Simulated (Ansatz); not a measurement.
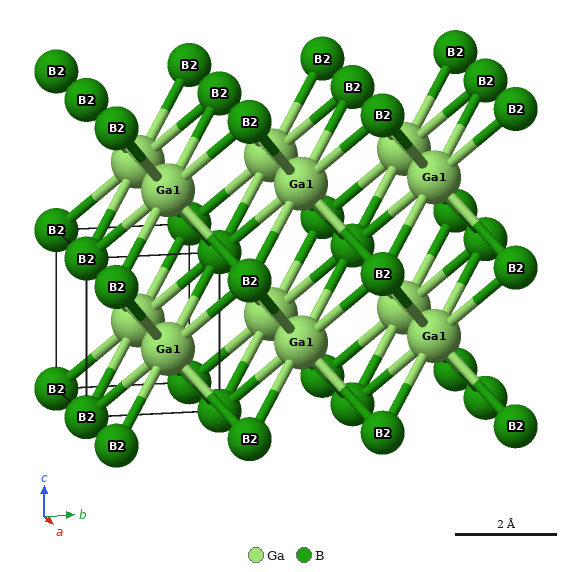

This is the input geometry for a relaxation of crystalline GaB (a generated structure, set up in P4/mmm). A ball-and-stick model of the cell of the calculation, repeated 2 × 3 × 2 with one cell outlined, seen slightly off an axis.

The run lets cell and atoms move.

These are results of Kohn-Sham DFT of a periodic cell, PBEsol0, Ansatz PAW in Ansatz 0.2.0, not measurements.

Input file:
```yaml
crystal:
  lattice:
    - [2.71824, 0.0, 0.0]
    - [0.0, 2.71824, 0.0]
    - [0.0, 0.0, 3.23621]
  atoms:
    - { symbol: Ga, position: [0.5, 0.5, 0.5] }
    - { symbol: B, position: [0.0, 0.0, 0.0] }
hamiltonian:
  xc: { exchange: pbesol, correlation: pbesol, exx: { coeff: 0.25 } }
  pseudopotentials: { kind: paw }
kpoints:
  mp_grid: { grid: [5, 5, 4] }
scf:
  occupations: { method: fermi_dirac, width: 0.05 }
output:
  forces: true
  stress: true
  eigenvalues: true
relax:
  f_tol: 0.01
  max_steps: 40
  cell: { stress_tol: 0.05 }
```

Predict the outcome.

Over 5 accepted moves (7 points after the start) the energy falls by 18.4 meV per atom. All forces vanish by symmetry, so only the cell relaxes. Pressure: −7.27 GPa at the start and 0.00 GPa at the end. The SCF was repeated twice at an unchanged geometry on a basis and grid sized afresh for the cell, which shifted the energy by 0.7 meV per atom at most. The atoms keep their places relative to the cell (all moves are under 0.005 Å). Cell: a = b 2.718 → 2.669 Å (−1.8 %), c 3.236 → 3.151 Å (−2.6 %). Volume −6.1 %. Near-neighbour distances that change, for instance: Ga1–B2 2.513 → 2.458 Å. The space group stays P4/mmm (No. 123). The run took 41 s on 1 × NVIDIA H100 80GB HBM3 with 2 threads of AMD EPYC 7R13 Processor (Zen 3), on a shared host, peak memory 1.6 GiB.

The end point in the same view:

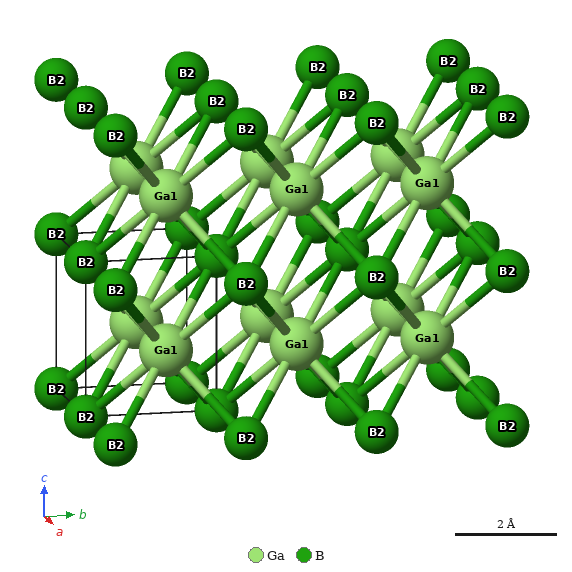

Limits of the set-up: the k-point mesh is coarse for a cell with partly filled bands.
